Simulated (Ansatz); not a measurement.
# C5H5F3: small, medium and large basis sets

Aim: see how fast density functionals converge with the basis set for C5H5F3.

Computed with Ansatz 0.2.0, Gaussian basis. Level: one geometry, several basis sets.

The runs, in order: PBE0-D4/def2-SVP; ωB97M-V/def2-SVP; PBE0-D4/def2-QZVPP; ωB97M-V/def2-QZVPP; the functionals' def2-TZVPP values are taken from earlier runs.

**1. Structure used throughout**

All runs share one geometry, relaxed beforehand with PBE0-D4 in a triple-zeta def2 set.

13 atoms, charge 0, spin multiplicity 1.

Atoms are counted from 1 here; the program's logs count them from 0.

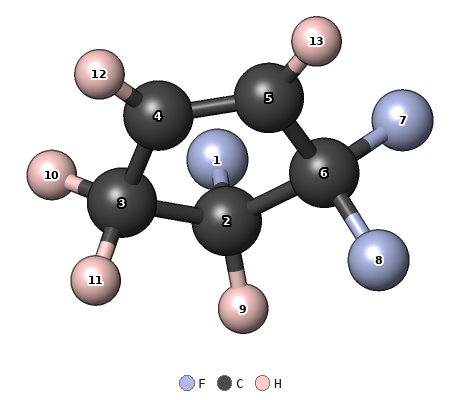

The structure; fluorine light blue, carbon dark grey, hydrogen pink; atoms are numbered from 1 in the order of the file.

Geometry (Å):

```xyz
13

F    -0.7772   -0.6109    1.8567
C     0.0294   -0.8034    0.7601
C     1.0245    0.3474    0.6499
C     0.4124    1.2530   -0.3784
C    -0.6079    0.6938   -1.0149
C    -0.8223   -0.6974   -0.5224
F    -2.1169   -1.0027   -0.3044
F    -0.3625   -1.6097   -1.4344
H     0.4823   -1.7933    0.8409
H     1.1521    0.8242    1.6246
H     2.0113   -0.0015    0.3290
H     0.7981    2.2449   -0.5815
H    -1.2030    1.1209   -1.8105
```

**2. PBE0-D4 in def2-SVP**

in.yaml

```yaml
crystal:
  periodic: [false, false, false]
  atoms:
    - {symbol: F, position_ang: [-0.777218, -0.610893, 1.856659]}
    - {symbol: C, position_ang: [0.029359, -0.803364, 0.760127]}
    - {symbol: C, position_ang: [1.024541, 0.347411, 0.649910]}
    - {symbol: C, position_ang: [0.412436, 1.252965, -0.378379]}
    - {symbol: C, position_ang: [-0.607876, 0.693775, -1.014888]}
    - {symbol: C, position_ang: [-0.822274, -0.697433, -0.522425]}
    - {symbol: F, position_ang: [-2.116890, -1.002651, -0.304390]}
    - {symbol: F, position_ang: [-0.362496, -1.609727, -1.434415]}
    - {symbol: H, position_ang: [0.482343, -1.793303, 0.840873]}
    - {symbol: H, position_ang: [1.152058, 0.824211, 1.624582]}
    - {symbol: H, position_ang: [2.011284, -0.001476, 0.328973]}
    - {symbol: H, position_ang: [0.798138, 2.244892, -0.581455]}
    - {symbol: H, position_ang: [-1.203003, 1.120891, -1.810473]}
basis:
  gaussian: {orbitals: def2-SVP}
hamiltonian: {xc: pbe0, dispersion: d4}
output: {orbitals: {seedname: orbitals}}
```

The run is started by

```bash
ansatz run in.yaml --threads 4 --pin off --events-out ev --progress --plain --max-ram 11315MiB
```

The log of the run:

```text
Functional definition: PBE0
  name "PBE0"
  cite "Adamo & Barone, J. Chem. Phys. 110, 6158 (1999) doi:10.1063/1.478522"
  cite "Perdew, Burke & Ernzerhof, Phys. Rev. Lett. 77, 3865 (1996) doi:10.1103/PhysRevLett.77.3865"
  parent pbe
  parameter a = 0.25
  parameter kappa = 0.804
  parameter beta = 0.06672455060314922
  exchange = (1 - a)*pbe_x(kappa = kappa, mu = beta*pi^2/3) + a*exact_x
  correlation = pbe_c(beta = beta)
1524 factors; their error is unknown
mean field evaluation 1: about -13387.5841 eV, gradient 4.7e1 eV
mean field evaluation 2: about -13387.4979 eV, gradient 4.8e1 eV
mean field evaluation 4: about -13392.4811 eV, gradient 3.0e0 eV
mean field evaluation 8: about -13392.4999 eV, gradient 4.1e-2 eV
mean field evaluation 16: about -13392.4797 eV, gradient 1.1e-4 eV
mean field -13392.47970172 eV, -492.1645512895 hartree, gradient 2.3e-5 eV, S^2 0.000000; 0 other end points of the search recorded, 0 dependent functions left out
reference -13392.47972444 eV, -492.1645521243 hartree; 31, 31 occupied and 106, 106 virtual orbitals, 1524 factors
Total energy: -13392.73234549 eV, -492.1738357768 hartree
```

Wall time 2 s (4 threads of Arm Neoverse V1, shared host).

**3. ωB97M-V in def2-SVP**

Edit in.yaml of step 2 so:

```diff
@@ -18,3 +18,3 @@
   gaussian: {orbitals: def2-SVP}
-hamiltonian: {xc: pbe0, dispersion: d4}
+hamiltonian: {xc: {name: wB97M-V}}
 output: {orbitals: {seedname: orbitals}}
```

The command is unchanged.

The log of the run (excerpt; [...] marks lines left out):

```text
Functional definition: wB97M-V
  name "wB97M-V"
  cite "Mardirossian & Head-Gordon, J. Chem. Phys. 144, 214110 (2016) doi:10.1063/1.4952647"
  cite "Becke, J. Chem. Phys. 107, 8554 (1997) doi:10.1063/1.475007"
  cite "Vydrov & Van Voorhis, J. Chem. Phys. 133, 244103 (2010) doi:10.1063/1.3521275"
  # Of w^i u^j: cxij and so on, Table III.
[...]
  gx(w, u) = 1 - cx + cx01*u + cx10*w
  gss(w, u) = css00 + css04*u^4 + css10*w + css20*w^2 + css43*w^4*u^3
  gos(w, u) = cos00 + cos10*w + (cos20 + cos21*u)*w^2 + (cos60 + cos61*u)*w^6
[...]
      + integral(e_c_pw_mod_opposite_spin*gos(b97_w_opposite, b97_u_opposite)) + vv10(b, c)
1524 factors; their error is unknown
316 factors; integrals over basis functions are off by at most 5.4e-6 eV
[...]
mean field -13402.05831648 eV, -492.5165588893 hartree, gradient 1.8e-5 eV, S^2 0.000000; 0 other end points of the search recorded, 0 dependent functions left out
reference -13402.05835145 eV, -492.5165601745 hartree; 31, 31 occupied and 106, 106 virtual orbitals, 1524 factors
Total energy: -13402.05835145 eV, -492.5165601745 hartree
```

Wall time 7.5 s (4 threads of Arm Neoverse V1, shared host).

**4. PBE0-D4 in def2-QZVPP**

Edit in.yaml of step 3 so:

```diff
@@ -17,4 +17,4 @@
 basis:
-  gaussian: {orbitals: def2-SVP}
-hamiltonian: {xc: {name: wB97M-V}}
+  gaussian: {orbitals: "def2-QZVPP.json"}
+hamiltonian: {xc: pbe0, dispersion: d4}
 output: {orbitals: {seedname: orbitals}}
```

The command is unchanged.

The log of the run:

```text
Functional definition: PBE0
  name "PBE0"
  cite "Adamo & Barone, J. Chem. Phys. 110, 6158 (1999) doi:10.1063/1.478522"
  cite "Perdew, Burke & Ernzerhof, Phys. Rev. Lett. 77, 3865 (1996) doi:10.1103/PhysRevLett.77.3865"
  parent pbe
  parameter a = 0.25
  parameter kappa = 0.804
  parameter beta = 0.06672455060314922
  exchange = (1 - a)*pbe_x(kappa = kappa, mu = beta*pi^2/3) + a*exact_x
  correlation = pbe_c(beta = beta)
1726 factors; their error is unknown
mean field evaluation 1: about -13400.8650 eV, gradient 6.2e1 eV
mean field evaluation 2: about -13399.0043 eV, gradient 6.6e1 eV
mean field evaluation 4: about -13408.7938 eV, gradient 4.7e0 eV
mean field evaluation 8: about -13408.8335 eV, gradient 6.9e-2 eV
mean field evaluation 16: about -13408.8318 eV, gradient 1.5e-4 eV
mean field -13408.83177753 eV, -492.7654789916 hartree, gradient 8.0e-5 eV, S^2 0.000000; 0 other end points of the search recorded, 0 dependent functions left out
reference -13408.83181405 eV, -492.7654803338 hartree; 31, 31 occupied and 575, 575 virtual orbitals, 1726 factors
Total energy: -13409.08443511 eV, -492.7747639863 hartree
```

Run time: 18 s. Hardware: 4 threads of Arm Neoverse V1, shared host; peak memory 2.8 GiB.

**5. ωB97M-V in def2-QZVPP**

Edit in.yaml of step 4 so:

```diff
@@ -18,3 +18,3 @@
   gaussian: {orbitals: "def2-QZVPP.json"}
-hamiltonian: {xc: pbe0, dispersion: d4}
+hamiltonian: {xc: {name: wB97M-V}}
 output: {orbitals: {seedname: orbitals}}
```

Launched as before.

The log of the run (excerpt; [...] marks lines left out):

```text
Functional definition: wB97M-V
  name "wB97M-V"
  cite "Mardirossian & Head-Gordon, J. Chem. Phys. 144, 214110 (2016) doi:10.1063/1.4952647"
  cite "Becke, J. Chem. Phys. 107, 8554 (1997) doi:10.1063/1.475007"
  cite "Vydrov & Van Voorhis, J. Chem. Phys. 133, 244103 (2010) doi:10.1063/1.3521275"
  # Of w^i u^j: cxij and so on, Table III.
[...]
  gx(w, u) = 1 - cx + cx01*u + cx10*w
  gss(w, u) = css00 + css04*u^4 + css10*w + css20*w^2 + css43*w^4*u^3
  gos(w, u) = cos00 + cos10*w + (cos20 + cos21*u)*w^2 + (cos60 + cos61*u)*w^6
[...]
      + integral(e_c_pw_mod_opposite_spin*gos(b97_w_opposite, b97_u_opposite)) + vv10(b, c)
1726 factors; their error is unknown
406 factors; integrals over basis functions are off by at most 5.2e-6 eV
[...]
mean field -13418.82150851 eV, -493.1325948338 hartree, gradient 3.8e-5 eV, S^2 0.000000; 0 other end points of the search recorded, 0 dependent functions left out
reference -13418.82156616 eV, -493.1325969524 hartree; 31, 31 occupied and 575, 575 virtual orbitals, 1726 factors
Total energy: -13418.82156616 eV, -493.1325969524 hartree
```

Run time: 40 s. Hardware: 4 threads of Arm Neoverse V1, shared host; peak memory 3.1 GiB.

**6. Functionals by basis**

The def2-TZVPP values come from earlier runs at the same geometry.

```tsv
functional	basis	functions	energy (eV)	from the largest (eV)	HOMO (eV)	LUMO (eV)
PBE0-D4	def2-SVP	137	-13392.7323	16.352	-8.21	-0.44
PBE0-D4	def2-TZVPP	318	-13408.3993	0.685	-8.24	-0.58
PBE0-D4	def2-QZVPP	606	-13409.0844	0.000	-8.27	-0.64
ωB97M-V	def2-SVP	137	-13402.0584	16.763	-10.46	1.81
ωB97M-V	def2-TZVPP	318	-13418.1749	0.647	-10.50	1.58
ωB97M-V	def2-QZVPP	606	-13418.8216	0.000	-10.53	1.47
```

**7. What came out**

| quantity | value |
| --- | --- |
| PBE0-D4: double and triple zeta above quadruple | 16.35, 0.69 eV |
| ωB97M-V: double and triple zeta above quadruple | 16.76, 0.65 eV |

In words: For PBE0-D4 the step from double to triple zeta gains 15.67 eV and the next only 0.69 eV. These are total energies; as a rule much of such shifts cancels in differences, which this series doesn't test.

For PBE0-D4 the largest set took about 9 times as long as the smallest (18 s against 2 s).
